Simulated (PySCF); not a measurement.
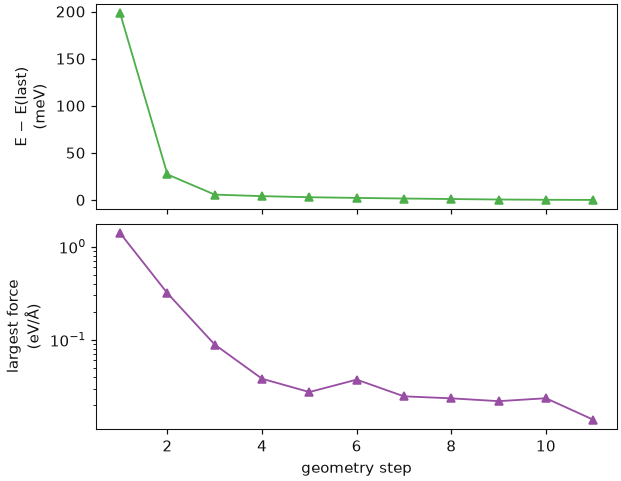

History of a geometry optimisation.

System: C3H11PSi2 (SMILES C[Si]1(P)C[SiH2]C1).
Method: PBE0-D3(BJ)/def2-SVP, geometry optimisation in PySCF 2.14.0, density fitting.

> How did it end, and what did it gain?

The optimisation met its thresholds at geometry 11, counting the start as the first. The energy fell by about 200 meV from the first step to the last. The largest force goes from about 1.4 eV/Å at the start to 0.014 eV/Å at the end.

> By which step was nine tenths of the energy gained?

By step 3 of 11.
